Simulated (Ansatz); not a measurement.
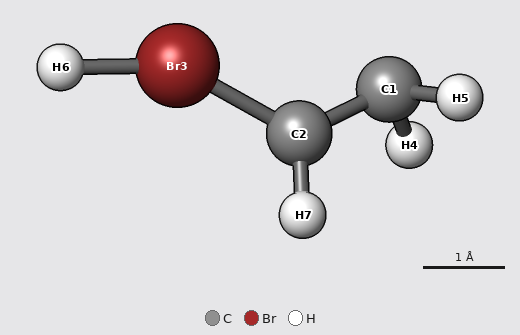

Fig. 1: The structure as given in the input (ball-and-stick view, seen at a tilt; atoms are numbered from 1 in the order of the input). Bond lengths as drawn: Br–C 1.77 Å, Br–H 1.51 Å, C–C 1.43 Å and C–H 1.09 to 1.11 Å.

## Run report: C₂H₄Br (charge +1), geometry relaxation

System: C₂H₄Br, charge +1.
Method: RKS PBE-D4/def2-SVP (Ansatz 0.2.0).

Figures and captions count atoms from 1; the log counts them from 0 in places.

**The program's output**
```
Functional definition: PBE
  name "PBE"
  cite "Perdew, Burke & Ernzerhof, Phys. Rev. Lett. 77, 3865 (1996) doi:10.1103/PhysRevLett.77.3865"
  parent pbe
  parameter kappa = 0.804
  parameter beta = 0.06672455060314922
  exchange = pbe_x(kappa = kappa, mu = beta*pi^2/3)
  correlation = pbe_c(beta = beta)
893 factors; their error is unknown
mean field evaluation 1: about -72113.9127 eV, gradient 1.0e2 eV
mean field evaluation 2: about -71855.3044 eV, gradient 2.6e2 eV
mean field evaluation 4: about -72142.8449 eV, gradient 3.3e1 eV
mean field evaluation 8: about -72147.2423 eV, gradient 2.5e0 eV
mean field evaluation 16: about -72147.1895 eV, gradient 1.9e-2 eV
mean field evaluation 32: about -72144.5851 eV, gradient 1.1e1 eV
mean field -72147.18954765 eV, -2651.3603127546 hartree, gradient 7.3e-6 eV, S^2 0.000000; 2 other end points of the search recorded, 0 dependent functions left out
the calculation of the forces begins
reference -72147.18957456 eV, -2651.3603137437 hartree; 25, 25 occupied and 55, 55 virtual orbitals, 893 factors
relax step   1: F+E_penalty+E_count = -72147.28506006 eV  Δ(F+E_penalty+E_count) = +0.000e0 eV  max|allowed force component| = 5.426e0 eV/Å  Δτ_max = 0.0000 Å  (87 SCF iters, accepted)
these checks for a lower state are left out or cut short: starts, cluster_reference, orbital_swaps, neighbouring_geometries, increment
893 factors; their error is unknown
mean field -72148.53061098 eV, -2651.4095959229 hartree, gradient 1.2e-5 eV, S^2 0.000000; 0 other end points of the search recorded, 0 dependent functions left out
[... from here on the field's lines of each further geometry are left out, up to the last ...]
relax step   2: F+E_penalty+E_count = -72148.62547362 eV  Δ(F+E_penalty+E_count) = -1.340e0 eV  max|allowed force component| = 2.955e0 eV/Å  Δτ_max = 0.1946 Å  (37 SCF iters, accepted)
relax step   3: F+E_penalty+E_count = -72149.50340595 eV  Δ(F+E_penalty+E_count) = -8.779e-1 eV  max|allowed force component| = 2.592e0 eV/Å  Δτ_max = 0.1951 Å  (37 SCF iters, accepted)
relax step   4: F+E_penalty+E_count = -72150.26315727 eV  Δ(F+E_penalty+E_count) = -7.598e-1 eV  max|allowed force component| = 2.495e0 eV/Å  Δτ_max = 0.1949 Å  (36 SCF iters, accepted)
relax step   5: F+E_penalty+E_count = -72150.92891669 eV  Δ(F+E_penalty+E_count) = -6.658e-1 eV  max|allowed force component| = 2.453e0 eV/Å  Δτ_max = 0.1951 Å  (29 SCF iters, accepted)
relax step   6: F+E_penalty+E_count = -72151.44397187 eV  Δ(F+E_penalty+E_count) = -5.151e-1 eV  max|allowed force component| = 1.931e0 eV/Å  Δτ_max = 0.1938 Å  (29 SCF iters, accepted)
relax step   7: F+E_penalty+E_count = -72151.82568854 eV  Δ(F+E_penalty+E_count) = -3.817e-1 eV  max|allowed force component| = 1.195e0 eV/Å  Δτ_max = 0.1911 Å  (28 SCF iters, accepted)
relax step   8: F+E_penalty+E_count = -72152.05374631 eV  Δ(F+E_penalty+E_count) = -2.281e-1 eV  max|allowed force component| = 9.959e-1 eV/Å  Δτ_max = 0.2000 Å  (27 SCF iters, accepted)
relax step   9: F+E_penalty+E_count = -72152.10505811 eV  Δ(F+E_penalty+E_count) = -5.131e-2 eV  max|allowed force component| = 4.720e-1 eV/Å  Δτ_max = 0.1995 Å  (27 SCF iters, accepted)
relax step  10: F+E_penalty+E_count = -72152.10076313 eV  Δ(F+E_penalty+E_count) = +4.295e-3 eV  max|allowed force component| = 7.718e-1 eV/Å  Δτ_max = 0.1986 Å  (34 SCF iters, rejected (line search))
relax step  11: F+E_penalty+E_count = -72152.11392480 eV  Δ(F+E_penalty+E_count) = -8.867e-3 eV  max|allowed force component| = 1.942e-1 eV/Å  Δτ_max = 0.0993 Å  (29 SCF iters, accepted)
relax step  12: F+E_penalty+E_count = -72152.12309607 eV  Δ(F+E_penalty+E_count) = -9.171e-3 eV  max|allowed force component| = 7.796e-2 eV/Å  Δτ_max = 0.1000 Å  (28 SCF iters, accepted)
relax step  13: F+E_penalty+E_count = -72152.12436923 eV  Δ(F+E_penalty+E_count) = -1.273e-3 eV  max|allowed force component| = 3.466e-2 eV/Å  Δτ_max = 0.0435 Å  (28 SCF iters, accepted)
the calculation of the forces begins
reference -72152.02728836 eV, -2651.5380964464 hartree; 25, 25 occupied and 55, 55 virtual orbitals, 893 factors
relax step  14: F+E_penalty+E_count = -72152.12456292 eV  Δ(F+E_penalty+E_count) = -1.937e-4 eV  max|allowed force component| = 1.265e-2 eV/Å  Δτ_max = 0.0134 Å  (29 SCF iters, accepted)
```

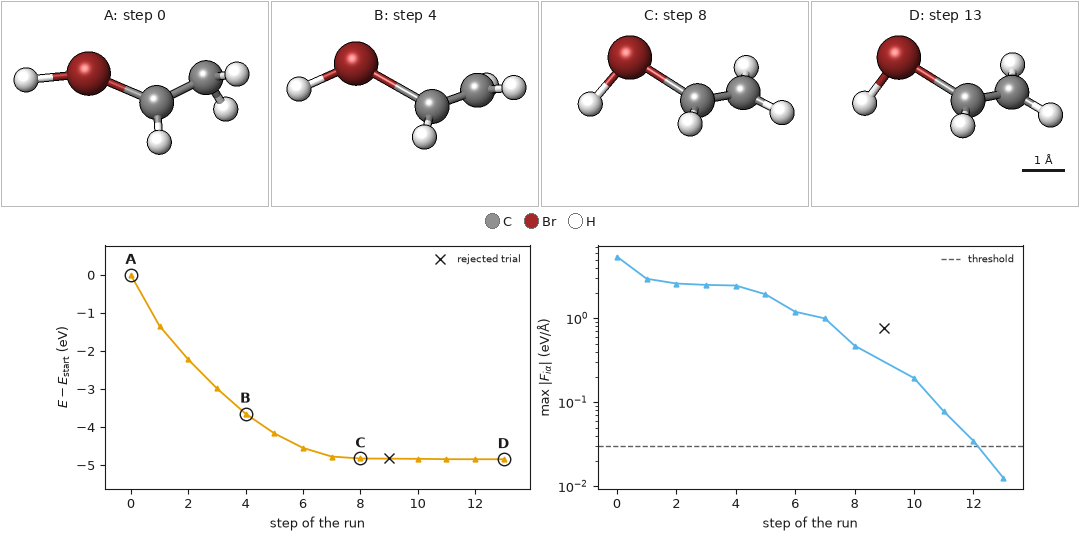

Fig. 2: Frames of the relaxation (ball-and-stick view, seen at a tilt) above the curves, on which the letters mark them (the first geometry is step 0 here and step 1 in the log).

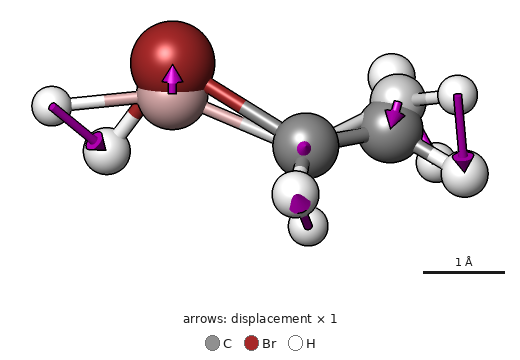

Fig. 3: Start (faint) and end (solid) with the displacements as pink arrows, at true length (ball-and-stick view, seen at a tilt). The two geometries are laid on each other by the best rigid fit. After 13 geometry steps the energy has fallen by 4.840 eV. Largest force component: 5.4 eV/Å at the start, 0.013 eV/Å at the end. The line search rejected the trial step at point 9 (counted from 0) and went back. The atom that moves furthest after the best rigid fit is H4 (1.21 Å). By element the largest moves are H 1.21 Å, Br 0.39 Å, C 0.37 Å. Distances before and after: C2–Br3 1.771 → 1.982 Å, C1–C2 1.433 → 1.328 Å, Br3–H6 1.510 → 1.461 Å, C2–H7 1.091 → 1.100 Å. Among the angles that change: C2–Br3–H6 150.3° → 98.3°, C2–C1–H4 107.3° → 125.5°, H4–C1–H5 101.9° → 117.8°. (Atoms are counted from 1 in the order of the input.)

```
893 factors; their error is unknown
mean field -72152.02726157 eV, -2651.5380954622 hartree, gradient 2.3e-5 eV, S^2 0.000000; 1 other end points of the search recorded, 0 dependent functions left out
the calculation of the forces begins
reference -72152.02728836 eV, -2651.5380964464 hartree; 25, 25 occupied and 55, 55 virtual orbitals, 893 factors
Total energy: -72152.12458971 eV, -2651.5416722051 hartree
Atom 0 at    -0.418060     0.166335    -0.265553 Å, force    -0.003101    -0.003368     0.004110 eV/Å
Atom 1 at     0.839434    -0.250088    -0.172397 Å, force     0.006769     0.002044    -0.002903 eV/Å
Atom 2 at     1.461458    -0.968955     1.566883 Å, force    -0.000120     0.007008    -0.009166 eV/Å
Atom 3 at    -1.174299     0.101646     0.531964 Å, force    -0.005613    -0.004063     0.012652 eV/Å
Atom 4 at    -0.723024     0.613323    -1.230141 Å, force     0.003313     0.004701    -0.012117 eV/Å
Atom 5 at     1.551502    -2.378670     1.192463 Å, force    -0.002123    -0.000804    -0.002282 eV/Å
Atom 6 at     1.678179    -0.214459    -0.883071 Å, force     0.000875    -0.005518     0.009707 eV/Å
Dipole moment:    -0.168684    -0.128124    -0.332335 e Å
```

**Trajectory as extended XYZ (Å, eV, eV/Å), 14 frames, from step=1 to step=14**
```
7
Properties=species:S:1:pos:R:3:forces:R:3 step=1 energy=-72147.28506
C    -0.5154    0.4385    0.0272    3.0469  -3.0391  -0.7507
C     0.5672   -0.4903   -0.1081   -5.4264   4.7075  -4.5292
Br    1.5082   -1.1572    1.2363    1.6537  -0.6527   4.5235
H    -1.3903    0.0017   -0.4894   -1.2177  -0.2237   1.1113
H    -0.2834    1.3096   -0.6137    0.4061   0.4884  -0.1147
H     2.4606   -2.1932    1.7840    0.6485  -1.1735   0.2036
H     0.8684   -0.8399   -1.0962    0.8888  -0.1070  -0.4439
7
Properties=species:S:1:pos:R:3:forces:R:3 step=2 energy=-72148.62547
C    -0.4758    0.4128   -0.0361    0.2331  -2.2428  -1.3078
C     0.5732   -0.4549   -0.1910   -2.1726   2.3780  -2.8490
Br    1.4743   -1.1280    1.3205    1.2062  -0.7575   2.9552
H    -1.4952   -0.0254   -0.3277    0.1738   0.6357   1.8000
H    -0.2810    1.3167   -0.6614    0.0544  -0.0487  -0.2955
H     2.4488   -2.2556    1.7967   -0.4807  -0.2170  -0.3692
H     0.9708   -0.7964   -1.1609    0.9858   0.2523   0.0665
7
Properties=species:S:1:pos:R:3:forces:R:3 step=3 energy=-72149.50341
C    -0.4522    0.3797   -0.1088   -2.5916  -1.1749  -1.0278
C     0.5892   -0.4215   -0.2584    0.2381   0.4651  -1.8744
Br    1.4516   -1.0957    1.4130    0.9592  -1.2338   1.6927
H    -1.5794   -0.0318   -0.1519    1.8489   1.1887   1.5776
H    -0.2986    1.3025   -0.7293   -0.2383  -0.3347  -0.3891
H     2.4079   -2.3129    1.7695   -0.9963   0.5966  -0.5269
H     1.0968   -0.7511   -1.1939    0.7800   0.4929   0.5479
7
Properties=species:S:1:pos:R:3:forces:R:3 step=4 energy=-72150.26316
C    -0.4641    0.3557   -0.1881   -2.4806  -1.3750  -0.3330
C     0.6158   -0.4014   -0.3053    0.3127   0.3329  -1.0875
Br    1.4278   -1.1202    1.4792    0.5082  -0.9463   0.9103
H    -1.5986   -0.0055    0.0403    2.4951   1.2226   0.7133
H    -0.3556    1.2705   -0.8295   -0.3373  -0.4170  -0.3749
H     2.3552   -2.3407    1.7350   -0.9368   0.6467  -0.5666
H     1.2346   -0.6892   -1.1914    0.4387   0.5363   0.7384
7
Properties=species:S:1:pos:R:3:forces:R:3 step=5 energy=-72150.92892
C    -0.4827    0.3084   -0.2694   -2.0513  -0.9704   0.7700
C     0.6424   -0.3827   -0.3252    0.4383   0.0757  -0.5921
Br    1.3908   -1.1340    1.5429   -0.0139  -0.4373   0.2488
H    -1.5456    0.0355    0.2235    2.4527   0.9660  -0.2902
H    -0.4236    1.2102   -0.9316   -0.3967  -0.4711  -0.4129
H     2.2759   -2.3471    1.6513   -0.5868   0.3813  -0.4760
H     1.3579   -0.6212   -1.1513    0.1577   0.4558   0.7524
7
Properties=species:S:1:pos:R:3:forces:R:3 step=6 energy=-72151.44397
C    -0.4797    0.2784   -0.2846   -1.4456  -0.2937   0.7265
C     0.6750   -0.3639   -0.3122    0.4697  -0.1414  -0.0919
Br    1.3243   -1.1462    1.5786   -0.2359  -0.0350  -0.1445
H    -1.4434    0.0878    0.3683    1.9307   0.6601  -0.7530
H    -0.5116    1.0978   -1.0628   -0.3366  -0.7126   0.0368
H     2.1933   -2.3444    1.5419   -0.3421   0.2014  -0.4325
H     1.4573   -0.5404   -1.0891   -0.0402   0.3212   0.6587
7
Properties=species:S:1:pos:R:3:forces:R:3 step=7 energy=-72151.82569
C    -0.4634    0.2495   -0.2727   -1.0030   0.4836  -0.2314
C     0.7089   -0.3614   -0.2683    0.4808  -0.2461   0.3171
Br    1.2493   -1.1244    1.5957    0.0242  -0.1683  -0.3490
H    -1.3342    0.1451    0.4684    1.1954   0.3445  -0.7190
H    -0.5891    0.9587   -1.1684   -0.1528  -0.9338   0.7415
H     2.0979   -2.3176    1.3794   -0.3350   0.3031  -0.2231
H     1.5457   -0.4808   -0.9939   -0.2096   0.2169   0.4640
7
Properties=species:S:1:pos:R:3:forces:R:3 step=8 energy=-72152.05375
C    -0.4532    0.2313   -0.2824   -0.9959   0.3400   0.1012
C     0.7219   -0.3523   -0.1753    0.9280  -0.2433  -0.0727
Br    1.2808   -1.0960    1.6000   -0.1324   0.0858   0.0255
H    -1.2604    0.2227    0.4937    0.4037   0.1006  -0.4257
H    -0.6374    0.7805   -1.2452   -0.0104  -0.3450   0.4376
H     1.9832   -2.3201    1.2161   -0.1270   0.0479  -0.1640
H     1.5803   -0.3970   -0.8668   -0.0661   0.0140   0.0982
7
Properties=species:S:1:pos:R:3:forces:R:3 step=9 energy=-72152.10506
C    -0.4356    0.1944   -0.2714   -0.4720   0.2399  -0.0674
C     0.7819   -0.3133   -0.1714    0.2742  -0.0347   0.0770
Br    1.3455   -1.0115    1.5979    0.0543  -0.1472  -0.0933
H    -1.2208    0.1660    0.5123    0.2104   0.0433  -0.1876
H    -0.6736    0.7083   -1.2313   -0.0174  -0.2096   0.1935
H     1.7889   -2.3437    1.1774   -0.0703   0.0801   0.0405
H     1.6288   -0.3311   -0.8734    0.0209   0.0281   0.0373
7
Properties=species:S:1:pos:R:3:forces:R:3 step=10 energy=-72152.10076 accepted=F
C    -0.4189    0.1848   -0.2609    0.1960  -0.1224  -0.2671
C     0.8408   -0.2424   -0.1626   -0.3754   0.0465  -0.0018
Br    1.4314   -0.9675    1.5736    0.1646  -0.7170  -0.1326
H    -1.1812    0.1348    0.5296   -0.0083  -0.0249   0.0875
H    -0.7346    0.5939   -1.2443    0.1079   0.0439   0.1500
H     1.6015   -2.4094    1.1808   -0.1149   0.7718   0.1856
H     1.6761   -0.2250   -0.8761    0.0302   0.0022  -0.0216
7
Properties=species:S:1:pos:R:3:forces:R:3 step=11 energy=-72152.11392
C    -0.4332    0.1873   -0.2733   -0.0284   0.0713   0.0059
C     0.8106   -0.2686   -0.1604   -0.0607  -0.0748  -0.0622
Br    1.3789   -1.0121    1.5867    0.0493   0.0701   0.0811
H    -1.1908    0.1834    0.5329    0.0688  -0.0791  -0.1586
H    -0.7191    0.6235   -1.2557    0.0738  -0.0220   0.1942
H     1.7057   -2.3745    1.1662   -0.0605   0.0418  -0.0475
H     1.6631   -0.2699   -0.8563   -0.0423  -0.0071  -0.0129
7
Properties=species:S:1:pos:R:3:forces:R:3 step=12 energy=-72152.12310
C    -0.4231    0.1718   -0.2692   -0.0079   0.0524   0.0140
C     0.8310   -0.2563   -0.1683   -0.0765  -0.0260  -0.0102
Br    1.4272   -0.9786    1.5770    0.0338  -0.0125  -0.0020
H    -1.1780    0.1263    0.5347    0.0370  -0.0190  -0.0780
H    -0.7217    0.6215   -1.2377    0.0265  -0.0348   0.0730
H     1.6064   -2.3746    1.1784   -0.0193   0.0292   0.0062
H     1.6734   -0.2409   -0.8748    0.0065   0.0107  -0.0030
7
Properties=species:S:1:pos:R:3:forces:R:3 step=13 energy=-72152.12437
C    -0.4216    0.1676   -0.2649    0.0269  -0.0057   0.0162
C     0.8346   -0.2525   -0.1710    0.0243  -0.0077   0.0075
Br    1.4582   -0.9700    1.5673   -0.0018  -0.0119   0.0079
H    -1.1799    0.1080    0.5320    0.0062  -0.0029  -0.0122
H    -0.7157    0.6148   -1.2321   -0.0347   0.0138  -0.0197
H     1.5643   -2.3781    1.1887   -0.0051   0.0112   0.0017
H     1.6752   -0.2207   -0.8798   -0.0157   0.0033  -0.0015
7
Properties=species:S:1:pos:R:3:forces:R:3 step=14 energy=-72152.12456
C    -0.4181    0.1663   -0.2656   -0.0031  -0.0034   0.0041
C     0.8394   -0.2501   -0.1724    0.0068   0.0020  -0.0029
Br    1.4615   -0.9690    1.5669   -0.0001   0.0070  -0.0092
H    -1.1743    0.1016    0.5320   -0.0056  -0.0041   0.0127
H    -0.7230    0.6133   -1.2301    0.0033   0.0047  -0.0121
H     1.5515   -2.3787    1.1925   -0.0021  -0.0008  -0.0023
H     1.6782   -0.2145   -0.8831    0.0009  -0.0055   0.0097
```

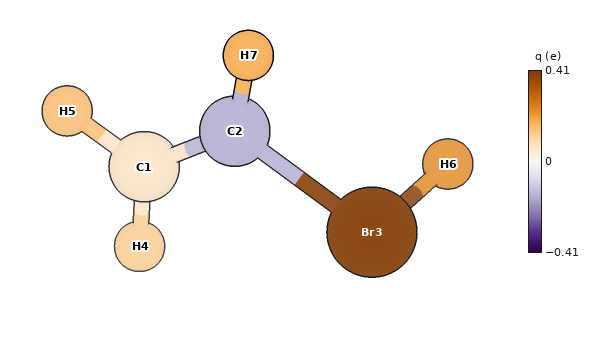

Fig. 4: Mulliken charges, as the colour of each atom (ball-and-stick view, seen at a tilt; atoms are numbered from 1 in the order of the input). By element: C −0.15 to +0.06, Br +0.39 and H +0.13 to +0.24 e.

The run was set up as follows.

**Input file**
```yaml
crystal:
  periodic: [false, false, false]
  atoms:
    - {symbol: C, position_ang: [-0.515411, 0.438491, 0.027214]}
    - {symbol: C, position_ang: [0.567186, -0.490330, -0.108117]}
    - {symbol: Br, position_ang: [1.508228, -1.157238, 1.236291]}
    - {symbol: H, position_ang: [-1.390325, 0.001671, -0.489403]}
    - {symbol: H, position_ang: [-0.283415, 1.309564, -0.613650]}
    - {symbol: H, position_ang: [2.460573, -2.193160, 1.784018]}
    - {symbol: H, position_ang: [0.868355, -0.839866, -1.096205]}
basis:
  gaussian: {orbitals: def2-SVP}
total_charge: 1
hamiltonian: {xc: pbe, dispersion: d4}
relax: {f_tol: 0.03, max_steps: 250}
```

Launch command:
```bash
ansatz run in.yaml --threads 2 --pin off --events-out ev --progress --plain --max-ram 4352MiB
```

**Results in brief**

- outcome: converged
- total energy: −72152.1246 eV
- mean-field energy: −72152.0273 eV
- dispersion energy: −0.0973 eV
- SCF solution under orbital rotations: stable
- largest force (length of the vector) at the end: 0.014 eV/Å
- hardware: 2 threads of Intel Xeon, 11 GiB of memory available, shared host
- wall time: 8 s (CPU time 14 s)
- peak memory: 0.16 GiB
